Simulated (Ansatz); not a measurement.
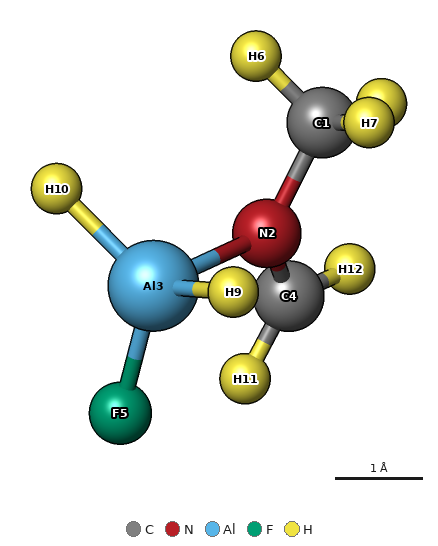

The structure as given in the input (ball-and-stick view, seen at a tilt; atoms are numbered from 1 in the order of the input). Sticks mark near contacts. Bond lengths as drawn: Al–F 1.68 Å, Al–H 1.60 Å, Al–N 2.02 Å, C–H 1.09 Å and C–N 1.26 to 1.45 Å.

**C$_{2}$H$_{7}$AlFN: a changed input and its effect**

System: C$_{2}$H$_{7}$AlFN.
Method of the first run: RKS PBE-D4/def2-TZVPP (Ansatz 0.2.0).

The geometry comes from this level: PBE0-D4/def2-TZVP. Text and figures count atoms from 1; the logs count them from 0 in places.

The input, the first run:
```yaml
crystal:
  periodic: [false, false, false]
  atoms:
    - {symbol: C, position_ang: [-0.921173, -0.039086, 1.160762]}
    - {symbol: N, position_ang: [-0.176764, -0.235484, -0.064523]}
    - {symbol: Al, position_ang: [1.376294, 0.991427, -0.459591]}
    - {symbol: C, position_ang: [-0.490800, -1.155472, -0.871431]}
    - {symbol: F, position_ang: [1.808881, 0.304596, -1.934195]}
    - {symbol: H, position_ang: [-0.234669, -0.127776, 2.005083]}
    - {symbol: H, position_ang: [-1.323949, 0.975693, 1.166359]}
    - {symbol: H, position_ang: [-1.733409, -0.762102, 1.264427]}
    - {symbol: H, position_ang: [0.651523, 2.410747, -0.543936]}
    - {symbol: H, position_ang: [2.353282, 0.676804, 0.762463]}
    - {symbol: H, position_ang: [0.094967, -1.267633, -1.779732]}
    - {symbol: H, position_ang: [-1.327283, -1.826812, -0.671587]}
basis:
  gaussian: {orbitals: def2-TZVPP}
hamiltonian: {xc: pbe, dispersion: d4}
output: {forces: true, orbitals: {seedname: orbitals}}
```

Launched with:
```bash
ansatz run in.yaml --threads 4 --pin off --events-out ev --progress --plain --max-ram 10444MiB
```

Hardware: 4 threads of Arm Neoverse V2, 23 GiB of memory available, shared host.

Output (the first run):
```
Functional definition: PBE
  parameter kappa = 0.804
  parameter beta = 0.06672455060314922
  exchange = pbe_x(kappa = kappa, mu = beta*pi^2/3)
  correlation = pbe_c(beta = beta)
1353 factors; their error is unknown
mean field evaluation 1: about -12975.1042 eV, gradient 7.1e1 eV
mean field evaluation 2: about -12953.4765 eV, gradient 1.3e2 eV
mean field evaluation 4: about -12985.2130 eV, gradient 1.1e1 eV
mean field evaluation 8: about -12985.4620 eV, gradient 2.7e-1 eV
mean field evaluation 16: about -12985.4380 eV, gradient 3.3e-4 eV
mean field -12985.43803109 eV, -477.2060457965 hartree, gradient 2.5e-5 eV, S^2 0.000000; 0 other end points of the search recorded, 0 dependent functions left out
the calculation of the forces begins
reference -12985.43808032 eV, -477.2060476058 hartree; 24, 24 occupied and 240, 240 virtual orbitals, 1353 factors
Total energy: -12985.66738580 eV, -477.2144744267 hartree
Atom 0 at    -0.921173    -0.039086     1.160762 Å, force    -0.056171    -0.004854     0.066744 eV/Å
Atom 1 at    -0.176764    -0.235484    -0.064523 Å, force     0.275507     0.536126     0.349767 eV/Å
Atom 2 at     1.376294     0.991427    -0.459591 Å, force    -0.003733     0.183645     0.248470 eV/Å
Atom 3 at    -0.490800    -1.155472    -0.871431 Å, force    -0.171108    -0.502823    -0.439680 eV/Å
Atom 4 at     1.808881     0.304596    -1.934195 Å, force     0.138888    -0.159007    -0.391696 eV/Å
Atom 5 at    -0.234669    -0.127776     2.005083 Å, force     0.134755    -0.000561     0.182539 eV/Å
Atom 6 at    -1.323949     0.975693     1.166359 Å, force    -0.075648     0.212885     0.020583 eV/Å
Atom 7 at    -1.733409    -0.762102     1.264427 Å, force    -0.175835    -0.146806     0.034877 eV/Å
Atom 8 at     0.651523     2.410747    -0.543936 Å, force    -0.056501     0.087666     0.002830 eV/Å
Atom 9 at     2.353282     0.676804     0.762463 Å, force     0.052669    -0.023442     0.087007 eV/Å
Atom 10 at     0.094967    -1.267633    -1.779732 Å, force     0.124280    -0.027197    -0.198312 eV/Å
Atom 11 at    -1.327283    -1.826812    -0.671587 Å, force    -0.187104    -0.155632     0.036871 eV/Å
Dipole moment:    -0.962606    -0.650215     0.391130 e Å
```

The input of the second run differs as follows (lines with − go, lines with + come):
```diff
-hamiltonian: {xc: pbe, dispersion: d4}
+hamiltonian: {xc: {name: wB97M-V}}
```

How does the second run compare with the first run?

The total energies belong to different models, so their difference says nothing on which is more stable or more accurate. The largest force goes from 0.697 to 0.369 eV/Å. The HOMO goes from −6.13 to −9.60 eV. The LUMO goes from −3.07 to 0.23 eV. The dipole moment goes from 5.89 to 6.16 D. On the same kind of shared host the second run took about 4.3 times as long.

Output (the second run):
```
Functional definition: wB97M-V
  parameter omega = 0.3/bohr
  parameter cx = 0.15
  parameter cx01 = 1.007
  parameter cx10 = 0.259
  parameter css00 = 0.443
  parameter css04 = -1.437
  parameter css10 = -4.535
  parameter css20 = -3.390
  parameter css43 = 4.278
  parameter cos00 = 1.000
  parameter cos10 = 1.358
  parameter cos20 = 2.924
  parameter cos21 = -8.812
  parameter cos60 = -1.390
  parameter cos61 = 9.142
  parameter b = 6.0
  parameter c = 0.01
  gx(w, u) = 1 - cx + cx01*u + cx10*w
  gss(w, u) = css00 + css04*u^4 + css10*w + css20*w^2 + css43*w^4*u^3
  gos(w, u) = cos00 + cos10*w + (cos20 + cos21*u)*w^2 + (cos60 + cos61*u)*w^6
  exchange = spin_sum(e_x_unif_sr(omega)*gx(b97_w, b97_u_x)) + cx*exact_x_sr(omega) + exact_x_lr(omega)
  correlation = spin_sum(e_c_pw_mod_same_spin*gss(b97_w, b97_u_same))
      + integral(e_c_pw_mod_opposite_spin*gos(b97_w_opposite, b97_u_opposite)) + vv10(b, c)
1356 factors; their error is unknown
345 factors; integrals over basis functions are off by at most 1.1e-5 eV
mean field evaluation 1: about -12989.4880 eV, gradient 4.9e1 eV
mean field evaluation 2: about -12989.8269 eV, gradient 5.2e1 eV
mean field evaluation 4: about -12993.7897 eV, gradient 1.7e0 eV
mean field evaluation 8: about -12993.8095 eV, gradient 1.6e-1 eV
mean field evaluation 16: about -12993.8075 eV, gradient 7.4e-4 eV
mean field -12993.80751461 eV, -477.5136186429 hartree, gradient 3.2e-5 eV, S^2 0.000000; 0 other end points of the search recorded, 0 dependent functions left out
the calculation of the forces begins
reference -12993.80757205 eV, -477.5136207537 hartree; 24, 24 occupied and 240, 240 virtual orbitals, 1356 factors
Total energy: -12993.80757205 eV, -477.5136207537 hartree
Atom 0 at    -0.921173    -0.039086     1.160762 Å, force    -0.169963     0.074494     0.318398 eV/Å
Atom 1 at    -0.176764    -0.235484    -0.064523 Å, force     0.080790    -0.090019    -0.224542 eV/Å
Atom 2 at     1.376294     0.991427    -0.459591 Å, force     0.080670     0.215101     0.180754 eV/Å
Atom 3 at    -0.490800    -1.155472    -0.871431 Å, force    -0.013279    -0.078228    -0.083572 eV/Å
Atom 4 at     1.808881     0.304596    -1.934195 Å, force     0.008318    -0.055387    -0.084204 eV/Å
Atom 5 at    -0.234669    -0.127776     2.005083 Å, force    -0.064172    -0.002323    -0.075496 eV/Å
Atom 6 at    -1.323949     0.975693     1.166359 Å, force     0.027744    -0.095095    -0.004674 eV/Å
Atom 7 at    -1.733409    -0.762102     1.264427 Å, force     0.064705     0.056855    -0.009432 eV/Å
Atom 8 at     0.651523     2.410747    -0.543936 Å, force     0.061169    -0.128229     0.010115 eV/Å
Atom 9 at     2.353282     0.676804     0.762463 Å, force    -0.090831     0.026950    -0.106355 eV/Å
Atom 10 at     0.094967    -1.267633    -1.779732 Å, force    -0.053339     0.008353     0.079074 eV/Å
Atom 11 at    -1.327283    -1.826812    -0.671587 Å, force     0.068186     0.067529    -0.000066 eV/Å
Dipole moment:    -1.004346    -0.707576     0.369485 e Å
```

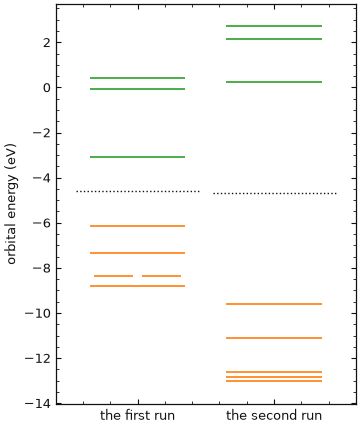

The five highest filled and three lowest empty orbital energies of the two runs; the dotted lines part filled from empty levels. The HOMO–LUMO gap is 3.07 eV in the first run and 9.83 eV in the second run.

The two runs side by side:

| quantity | the first run | the second run |
| --- | --- | --- |
| outcome | converged | converged |
| total energy (hartree) | −477.214474 | −477.513621 |
| HOMO (eV) | −6.13 | −9.60 |
| LUMO (eV) | −3.07 | 0.23 |
| dipole moment (D) | 5.89 | 6.16 |
| largest force (eV/Å) | 0.697 | 0.369 |
| basis functions | 264 | 264 |
| wall time (shared host) | 2.5 s | 11 s |
